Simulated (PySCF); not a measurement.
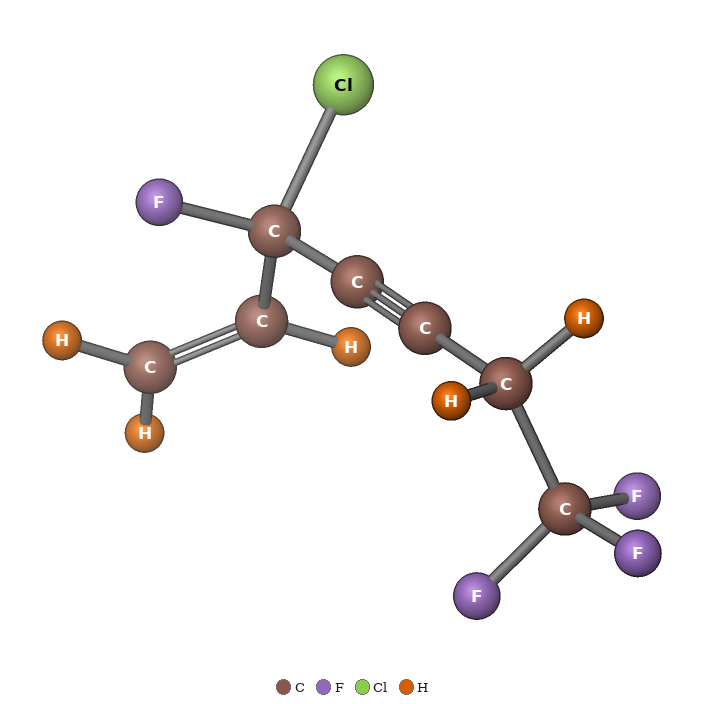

A ball-and-stick model of a molecule.

Computed geometry: PBE0-D3(BJ)/def2-SVP optimisation. No frequency run is at hand to confirm it as a minimum.

Give the formula.

C7H5ClF4, 17 atoms: 7 carbon, 5 hydrogen, 1 chlorine and 4 fluorine.

Name functional groups in it.

Among them: alkene, alkyne, C–F bond, C–Cl bond.

Does it have rings?

It has no ring.

What is the point group of this geometry?

C1.

Give a SMILES string for it.

C=C[C@](F)(Cl)C#CCC(F)(F)F

The parts below concern this one geometry. Atoms keep their numbers from picture to picture.

## Electronic properties

No frequency run is at hand to confirm it as a minimum. Level of theory: PBE0/pcSseg-1 in tetrahydrofuran (IEF-PCM) (PySCF 2.14.0).

Estimate the HOMO energy (Kohn–Sham orbital).

−8.06 eV.

Estimate the LUMO energy (Kohn–Sham orbital).

−1.12 eV.

What is the dipole moment?

1.35 D.

## NMR shielding

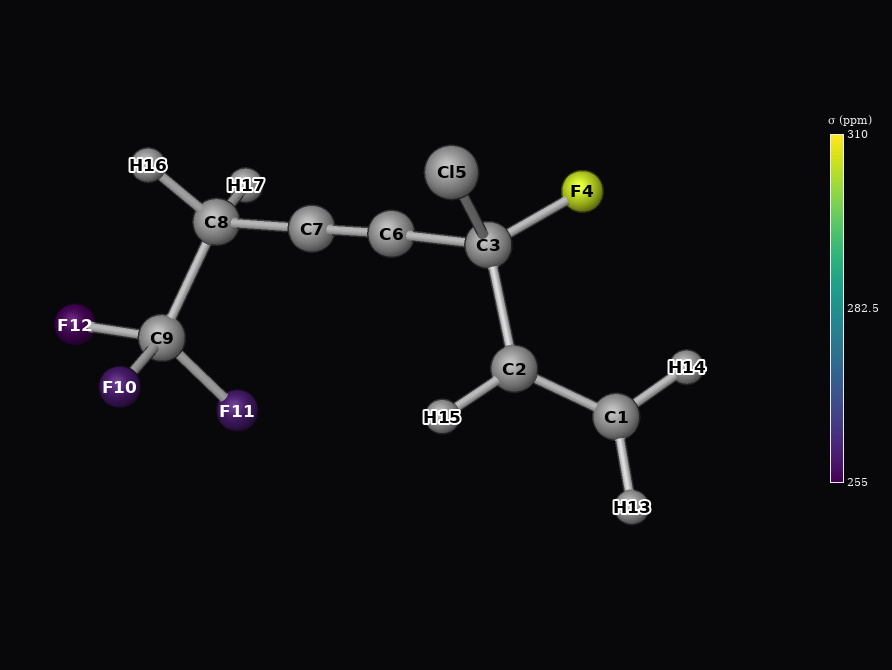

Atoms are coloured by their isotropic NMR shieldings (F only, the others grey). No frequency run is at hand to confirm it as a minimum. Properties computed with GIAO PBE0/pcSseg-1 NMR shielding, non-relativistic, IEF-PCM tetrahydrofuran (PySCF 2.14.0).

List the isotropic NMR shieldings of the F atoms.

```
atom  σ (ppm)
  F4    305.1
 F10    258.7
 F11    259.0
 F12    255.6
```

## Quadrupole coupling

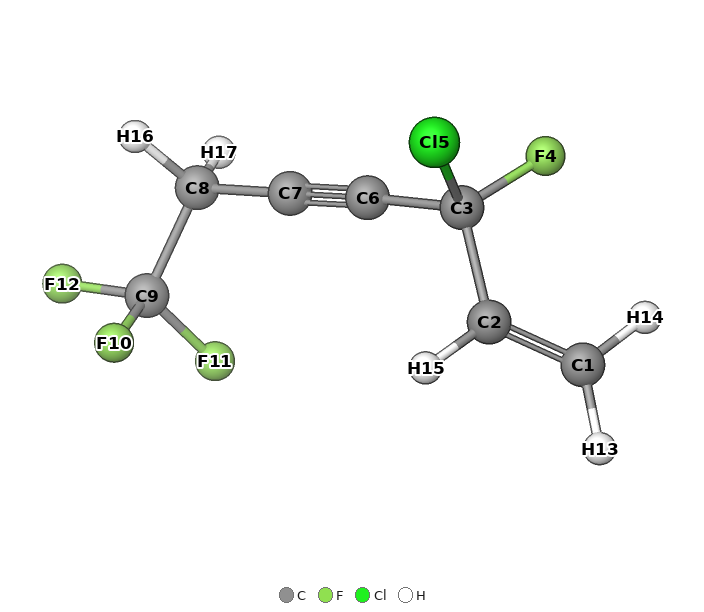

No frequency run is at hand to confirm it as a minimum. Electric field gradients from the ground-state density, PBE0/pcSseg-1 in dimethylsulfoxide (IEF-PCM) (PySCF 2.14.0), non-relativistic apart from any core potentials.

Give the largest field-gradient component, the quadrupole coupling constant and the asymmetry for 35Cl at Cl5 (Q = −81.7 mb).

```tsv
atom	V_zz (a.u.)	e²qQ/h (MHz)	η
Cl5	3.912	−75.1	0.06
```
